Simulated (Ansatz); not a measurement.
## Tc of Mo2C (Pbcn) from its phonons

Aim: the phonon-mediated transition temperature of Mo2C (Pbcn) at ambient pressure, over a range of μ*. The cell shown first is a relaxed one, from steps not shown here.

Program: Ansatz 0.2.0. Level of theory: DFT PBEsol, scalar-relativistic, plane waves, PAW; PAW set soft_1. Results are calculated unless marked as measured.

The experiments to compare with:

For Mo2C (commercial 99.5% loose powder), “Nodeless superconductivity and topological nodal states in molybdenum carbide” (2024, arxiv:2409.02380) gives, by magnetic susceptibility: superconducting transition temperature (superconducting transition from magnetization) 3.2 K.

This is a report of a sequence of runs, with most program output left out.

### 1. The cell after earlier relaxation steps

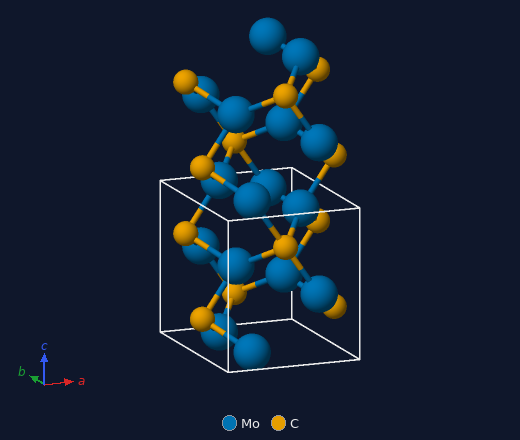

Start, viewed slightly off an axis; molybdenum blue, carbon orange. 1×1×2 cells are drawn. Some periodic images of atoms are drawn too.

### 2. Coupling and resistivity: q 2×1×2, k 6×4×4, scattering 8×8×8

The run that gives the couplings also evaluates McMillan's and Allen and Dynes's formulas and, where asked, the Eliashberg equations, over a range of μ*.

Contents of input.yaml:

```yaml
crystal:
  lattice:
    - [4.7141610573, 0.0, 0.0]
    - [0.0, 5.9980010731, 0.0]
    - [0.0, 0.0, 5.17549571]
  atoms:
    - { symbol: Mo, position: [0.2457411574, 0.1224015411, 0.0796732687] }
    - { symbol: Mo, position: [0.2542588426, 0.3775984589, 0.5796732687] }
    - { symbol: Mo, position: [0.7457411574, 0.3775984589, 0.9203267313] }
    - { symbol: Mo, position: [0.7542588426, 0.1224015411, 0.4203267313] }
    - { symbol: Mo, position: [0.7542588426, 0.8775984589, 0.9203267313] }
    - { symbol: Mo, position: [0.7457411574, 0.6224015411, 0.4203267313] }
    - { symbol: Mo, position: [0.2542588426, 0.6224015411, 0.0796732687] }
    - { symbol: Mo, position: [0.2457411574, 0.8775984589, 0.5796732687] }
    - { symbol: C, position: [0.0, 0.377257054, 0.25] }
    - { symbol: C, position: [0.5, 0.122742946, 0.75] }
    - { symbol: C, position: [0.0, 0.622742946, 0.75] }
    - { symbol: C, position: [0.5, 0.877257054, 0.25] }
kpoints:
  mp_grid: { grid: [6, 4, 4] }
hamiltonian:
  xc: pbesol
  pseudopotentials: { kind: paw, azcp: { folder: soft_1 }, xc_functional: pbe }
scf:
  occupations: { method: methfessel_paxton, width: 0.2 }
output:
  eigenvalues: true
phonons:
  method: dfpt
  qmesh: [2, 1, 2]
  temperatures: { t_max: 1000, t_step: 50 }
  qpath:
    path:
      - [[0.0, 0.0, 0.0], [0.5, 0.0, 0.0], [0.5, 0.5, 0.0], [0.0, 0.5, 0.0], [0.0, 0.0, 0.0], [0.0, 0.0, 0.5], [0.5, 0.0, 0.5], [0.5, 0.5, 0.5], [0.0, 0.5, 0.5], [0.0, 0.0, 0.5]]
      - [[0.5, 0.0, 0.0], [0.5, 0.0, 0.5]]
    npoints: 6
  electrical_resistivity:
    mesh: [8, 8, 8]
    temperatures: [20.0, 50.0, 80.0, 100.0, 150.0, 200.0, 273.0, 300.0, 400.0, 500.0, 600.0, 800.0]
  superconductivity: { mesh: [8, 8, 8] }
```

The run is started by

```bash
$ ansatz run input.yaml --threads 16 --pin off --max-ram 92160MiB --backend cuda --events-out ev --progress --plain --runs-dir out --max-vram 78GiB
```

Wall time 2.2 min (1 × NVIDIA GB200 with 16 threads of Arm Neoverse V2, shared host); peak memory 5 GiB; 24 min of CPU time.

Numbers from this step:

```
volume per atom                                         : 12.19 Å³/atom
metallic on mesh                                        : yes
gap on the k-mesh                                       : 0 eV
zero point energy                                       : 0.7644 eV/cell
share of imaginary modes                                : 0
highest frequency on the path or at a solved wavevector : 713.2 cm⁻¹
Debye temperature (second moment)                       : 765 K
resistivity at 300 K                                    : 31.14 μΩ cm, mean of the axes
coupling constant λ                                     : 0.6155
density of states at the Fermi level                    : 3.166 states/eV a spin and cell
log mean phonon energy ħω_log                           : 23.51 meV
transport coupling constant λ_tr                        : 0.6144, 0.6149, 0.6194 (xx, yy, zz)
Drude plasma energy                                     : 4.858, 4.075, 5.002 eV (xx, yy, zz)
resistivity times mean free path                        : 9.753, 14.29, 8.732 × 10⁻¹⁶ Ω m² (xx, yy, zz)
second-moment phonon energy ħω₂                         : 33.93 meV
```

Transition temperatures:

```
  μ*  McMillan Tc (K)  Allen–Dynes Tc (K)  isotropic Fermi-surface Tc (K)  isotropic full bandwidth Tc (K)  anisotropic Fermi-surface Tc (K)  anisotropic full bandwidth Tc (K)  anisotropic narrow window Tc (K)
0.08             8.16                8.47                            7.72                             7.75                              7.91                               7.93                              7.94
 0.1             6.73                6.96                            6.22                             6.25                              6.41                               6.43                              6.43
0.12             5.42                5.59                            4.92                             4.94                               5.1                               5.11                              5.11
0.13             4.82                4.96                            4.33                             4.35                              4.51                               4.52                              4.52
0.14             4.25                4.37                             3.8                             3.81                              3.97                               3.98                              3.97
0.16             3.21                 3.3                            2.85                             2.87                              3.01                               3.02                              3.01
 0.2              1.6                1.64                            1.46                             1.47                              1.58                                1.6                              1.58
```

### 3. Resistivity: q 2×2×2, k 6×4×6, scattering 8×8×8

The next rung changes the q mesh, which sets the reach of the force constants and couplings; the k mesh of the density and its response; the phonon self-energy between the q points, now taken in.

Edit input.yaml of step 2 so:

```diff
@@ -19,3 +19,3 @@
 kpoints:
-  mp_grid: { grid: [6, 4, 4] }
+  mp_grid: { grid: [6, 4, 6] }
 hamiltonian:
@@ -29,3 +29,3 @@
   method: dfpt
-  qmesh: [2, 1, 2]
+  qmesh: [2, 2, 2]
   temperatures: { t_max: 1000, t_step: 50 }
```

Wall time 3.9 min (1 × NVIDIA GB200 with 16 threads); peak memory 6.4 GiB.

This step gave:

| Item | Value |
| --- | --- |
| zero point energy | 0.7675 eV/cell |
| highest frequency on the path or at a solved wavevector | 716.4 cm⁻¹ |
| Debye temperature (second moment) | 766 K |
| resistivity at 300 K | 29.91 μΩ cm, mean of the axes |
| coupling constant λ | 0.5925 |
| log mean phonon energy ħω_log | 24.27 meV |
| transport coupling constant λ_tr | 0.5946, 0.5907, 0.5991 (xx, yy, zz) |
| Drude plasma energy | 4.856, 4.073, 4.997 eV (xx, yy, zz) |
| resistivity times mean free path | 9.757, 14.29, 8.744 × 10⁻¹⁶ Ω m² (xx, yy, zz) |
| second-moment phonon energy ħω₂ | 34.55 meV |

Transition temperatures:

```
  μ*  McMillan Tc (K)  Allen–Dynes Tc (K)  isotropic Fermi-surface Tc (K)  isotropic full bandwidth Tc (K)  anisotropic Fermi-surface Tc (K)  anisotropic full bandwidth Tc (K)  anisotropic narrow window Tc (K)
0.08             7.61                7.89                            7.18                             7.22                              7.38                                7.4                              7.41
 0.1              6.2                 6.4                            5.72                             5.74                              5.91                               5.92                              5.93
0.12             4.92                5.06                            4.45                             4.47                              4.63                               4.64                              4.64
0.13             4.33                4.45                            3.89                              3.9                              4.06                               4.07                              4.07
0.14             3.78                3.88                            3.37                             3.39                              3.54                               3.55                              3.55
0.16             2.79                2.86                            2.48                             2.49                              2.63                               2.65                              2.63
 0.2             1.31                1.33                             1.2                             1.21                              1.32                               1.33                              1.31
```

For the log mean phonon energy ħω_log, step 2 gave 23.5 meV; this run, with k-mesh 6×4×6 and q mesh 2×2×2, gives 24.3 meV (+3 %).

### 4. Coupling and resistivity: q 3×2×3, k 9×6×6, scattering 12×8×12

The next rung changes the q mesh, which sets the reach of the force constants and couplings; the k mesh of the density and its response; the scattering mesh, which samples the Fermi surface.

Edit input.yaml of step 3 so:

```diff
@@ -19,3 +19,3 @@
 kpoints:
-  mp_grid: { grid: [6, 4, 6] }
+  mp_grid: { grid: [9, 6, 6] }
 hamiltonian:
@@ -29,3 +29,3 @@
   method: dfpt
-  qmesh: [2, 2, 2]
+  qmesh: [3, 2, 3]
   temperatures: { t_max: 1000, t_step: 50 }
@@ -37,4 +37,4 @@
   electrical_resistivity:
-    mesh: [8, 8, 8]
+    mesh: [12, 8, 12]
     temperatures: [20.0, 50.0, 80.0, 100.0, 150.0, 200.0, 273.0, 300.0, 400.0, 500.0, 600.0, 800.0]
-  superconductivity: { mesh: [8, 8, 8] }
+  superconductivity: { mesh: [12, 8, 12] }
```

The job ended after 9.6 min (1 × NVIDIA GB200 with 16 threads; peak memory 13 GiB; 56 min of CPU time).

This step gave:

```yaml
zero_point_energy: 0.7724 eV/cell
highest_frequency_on_the_path_or_at_a_solved_wavevector: 718.1 cm⁻¹
debye_temperature_second_moment: 770 K
resistivity_at_300_k: 31.77 μΩ cm, mean of the axes
coupling_constant_lambda: 0.6202
density_of_states_at_the_fermi_level: 3.324 states/eV a spin and cell
log_mean_phonon_energy_omega_log: 24.16 meV
transport_coupling_constant_lambda_tr: 0.6311, 0.6214, 0.6251 (xx, yy, zz)
drude_plasma_energy: 4.875, 3.927, 4.942 eV (xx, yy, zz)
resistivity_times_mean_free_path: 9.114, 15.11, 9.165 × 10⁻¹⁶ Ω m² (xx, yy, zz)
second_moment_phonon_energy_omega: 34.22 meV
```

Transition temperatures:

```
  μ*  McMillan Tc (K)  Allen–Dynes Tc (K)  isotropic Fermi-surface Tc (K)  isotropic full bandwidth Tc (K)  anisotropic Fermi-surface Tc (K)  anisotropic full bandwidth Tc (K)  anisotropic narrow window Tc (K)
0.08             8.55                8.88                            8.12                             8.03                              8.28                               8.22                              8.22
 0.1             7.07                7.32                            6.57                              6.5                              6.72                               6.68                              6.68
0.12             5.71                5.89                            5.21                             5.16                              5.35                               5.33                              5.32
0.13             5.08                5.24                             4.6                             4.56                              4.74                               4.72                              4.71
0.14             4.49                4.62                            4.03                                4                              4.17                               4.15                              4.14
0.16             3.41                 3.5                            3.04                             3.01                              3.17                               3.15                              3.15
 0.2             1.73                1.76                            1.57                             1.55                              1.67                               1.66                              1.65
```

The Eliashberg function α²F has structure finer than the step of the table below, so its rows give means over 5 meV, whole bins alone (the curve runs from 0.347 to 88.5 meV). Peaks (meV: height): α²F 18.4: 0.530, 23.9: 0.660, 34.3: 0.139, 78.0: 0.57, 82.2: 0.402, 87.1: 0.250; α²F tr 18.4: 0.518, 23.9: 0.652, 34.3: 0.150, 78.0: 0.576, 81.5: 0.423, 87.1: 0.265.

The Eliashberg function α²F by phonon energy; means over each step:

```
phonon energy (meV)      α²F   α²F tr
                  5  0.00133   1.0e-3
                 10   0.0119   0.0118
                 15    0.176    0.181
                 20    0.397    0.398
                 25    0.441    0.438
                 30   0.0665   0.0672
                 35   0.0769   0.0838
                 40  0.00542  0.00501
                 45        0        0
                 50        0        0
                 55        0        0
                 60        0        0
                 65        0        0
                 70        0        0
                 75   0.0714   0.0750
                 80    0.273    0.277
                 85    0.207    0.216
```

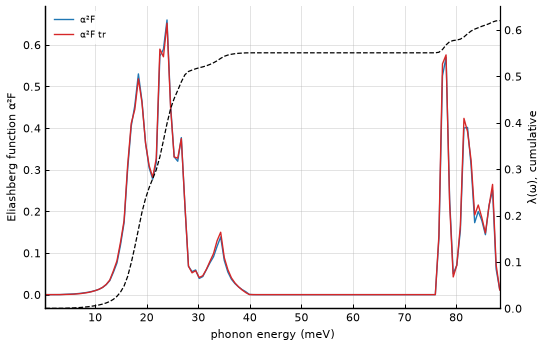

Eliashberg function α²F against phonon energy. The dashed line is the running λ.

The Eliashberg function α²F has structure finer than the step of the table below, so its rows give means over 5 meV, whole bins alone (the curve runs from 0.347 to 88.5 meV). Peaks (meV: height): α²F 18.4: 0.530, 23.9: 0.660, 34.3: 0.139, 78.0: 0.57, 82.2: 0.402, 87.1: 0.250; Mo 18.4: 0.521, 23.9: 0.642, 34.3: 0.137; C 78.0: 0.530, 82.2: 0.377, 87.1: 0.246.

Eliashberg function α²F against phonon energy; means over each step:

```
phonon energy (meV)      α²F       Mo        C
                  5  0.00133  0.00125   6.4e-5
                 10   0.0119   0.0113   5.6e-4
                 15    0.176    0.171  0.00446
                 20    0.397    0.387  0.00967
                 25    0.441    0.428   0.0125
                 30   0.0665   0.0650  0.00155
                 35   0.0769   0.0759   9.2e-4
                 40  0.00542  0.00538   4.3e-5
                 45        0        0        0
                 50        0        0        0
                 55        0        0        0
                 60        0        0        0
                 65        0        0        0
                 70        0        0        0
                 75   0.0714  0.00448   0.0669
                 80    0.273   0.0187    0.255
                 85    0.207  0.00775    0.199
```

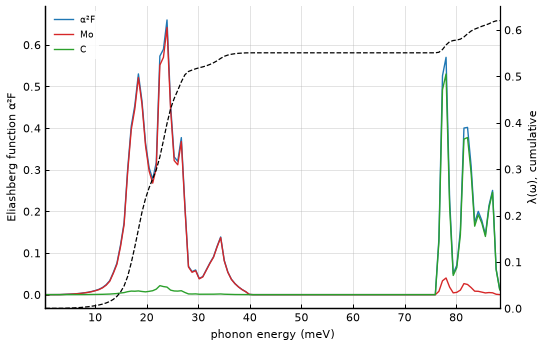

Eliashberg function α²F, plotted against phonon energy. The dashed line is the running λ.

Anisotropic full-bandwidth solution, weighted at the Fermi level. Gaps:

```
 mu*  T (K)  mean gap (meV)  5 % (meV)  95 % (meV)  mean Z
 0.1   1.67            1.02      0.898        1.15    1.61
 0.1   3.34           0.981       0.86        1.11    1.61
 0.1   5.01           0.796      0.698       0.898    1.61
 0.1   6.01           0.541      0.474        0.61    1.61
0.13   1.18           0.716      0.616       0.816    1.61
0.13   2.36           0.685      0.589       0.781    1.61
0.13   3.54           0.555      0.477       0.633    1.61
0.13   4.24           0.377      0.324       0.429    1.61
0.16  0.789           0.475      0.399        0.55    1.61
0.16   1.58           0.454      0.381       0.526    1.61
0.16   2.37           0.367      0.308       0.426    1.61
0.16   2.84           0.249      0.209       0.289    1.61
```

Table of dTc/da2F by phonon energy:

```
phonon energy (meV)  dTc/da2F (K/meV)
                  5              5.03
                 10              3.94
                 15              3.15
                 20              2.60
                 25              2.19
                 30              1.89
                 35              1.65
                 40              1.47
                 45              1.30
                 50              1.18
                 55              1.07
                 60             0.975
                 65             0.895
                 70             0.825
                 75             0.765
                 80             0.710
                 85             0.663
```

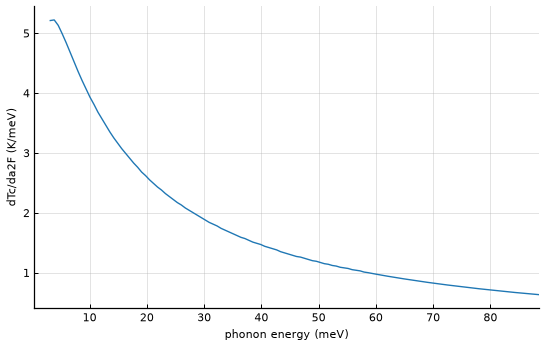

dTc/da2F against phonon energy.

The share of the Fermi-level states by lambda of a state:

```
lambda of a state  share of the Fermi-level states
            0.504                           0.0068
            0.517                           0.0153
            0.530                           0.0373
            0.543                           0.0481
            0.557                           0.0556
            0.570                           0.0642
            0.583                           0.0498
            0.596                           0.0903
            0.609                           0.0789
            0.623                            0.136
            0.636                            0.105
            0.649                           0.0706
            0.662                           0.0697
            0.675                           0.0647
            0.689                           0.0247
            0.702                           0.0184
            0.715                           0.0223
            0.728                           0.0189
            0.741                           0.0107
            0.755                           0.0079
            0.768                           0.0052
            0.781                                0
            0.794                                0
            0.807                                0
```

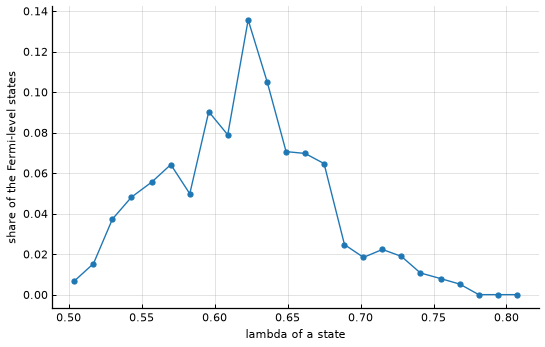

Share of the Fermi-level states, plotted against lambda of a state.

### 5. Outcome

| Property | Result |
| --- | --- |
| meshes | q 3×2×3, k 9×6×6, scattering 12×8×12 |
| coupling constant λ | 0.620 |
| log mean phonon energy ħω_log | 24.2 meV |
| Allen–Dynes Tc at μ* = 0.1 | 7.32 K |
| Allen–Dynes Tc at μ* = 0.13 | 5.24 K |
| anisotropic Eliashberg Tc at μ* = 0.1 | 6.68 K |
| anisotropic Eliashberg Tc at μ* = 0.13 | 4.72 K |

**Reading.** In the last run (PBEsol, q 3×2×3, k 9×6×6, scattering 12×8×12), with λ = 0.62 and ħω_log = 24.2 meV, Tc at μ* = 0.13 is 5.1 K by McMillan's formula, 5.2 K by Allen and Dynes's and 4.7 K by the anisotropic Eliashberg equations. Allen and Dynes's formula meets the measured 3.2 K at μ* near 0.17. Raising μ* from 0.10 to 0.16 lowers the Allen–Dynes value from 7.3 to 3.5 K. The mean gap at a quarter of Tc gives 2Δ/k_B Tc = 3.52, against 3.53 in weak-coupling theory. The gap spreads from 0.62 to 0.82 meV over nine tenths of the Fermi surface. By the run's own test λ is not converged in the fine mesh: it moves by 7 % between the two finest, and by up to 21 % in the other runs. The run's transport test calls it not converged in the mesh; ρ(300 K) moves by 14 % in the component that moves most. λ of these runs moves by 7 to 21 % between their two finest meshes, and Tc by more, so small gaps between the runs or to the measured value rank nothing. Over the runs, λ takes the values 0.616, 0.593 and 0.620, in the order shown. μ* is a typed number, phonons are harmonic, and spin fluctuations are left out; at μ* = 0.13 McMillan's formula turns 1 % in λ into about 3.5 % in Tc.

Computed beside measured:

| quantity | measured | Allen–Dynes, PBEsol, q 2×1×2, fine 8×8×8 | Eliashberg, PBEsol, q 2×1×2, fine 8×8×8 | Allen–Dynes, PBEsol, q 2×2×2, fine 8×8×8 | Eliashberg, PBEsol, q 2×2×2, fine 8×8×8 | Allen–Dynes, PBEsol, q 3×2×3, fine 12×8×12 | Eliashberg, PBEsol, q 3×2×3, fine 12×8×12 |
| --- | --- | --- | --- | --- | --- | --- | --- |
| superconducting transition temperature (μ* = 0.13) (kelvin) | 3.2 | 4.96 (+55.0 %) | 4.52 (+41.2 %) | 4.45 (+39.1 %) | 4.07 (+27.2 %) | 5.24 (+63.7 %) | 4.72 (+47.5 %) |

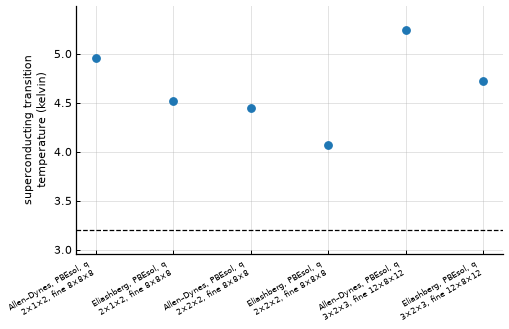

The superconducting transition temperature by level; the dashed line is the measured value.

Measured values from arxiv:2409.02380 (2024).

How well it matches: For the superconducting transition temperature, of the levels listed nearest comes Eliashberg, PBEsol, q 2×2×2, fine 8×8×8 (+27.2 %, a clear miss) and farthest Allen–Dynes, PBEsol, q 3×2×3, fine 12×8×12 (+63.7 %, a clear miss). Limits of convergence are named above.

[Logs are printed without paths, hosts, clocks, repeated set-up lines and the standing remarks that a program may print on its own settings, such as how far it seeks lower states.]

[Hosts, paths, dates, database ids (printed as entryN), source tags and the programs' standing remarks are cut or masked in the printed files.]
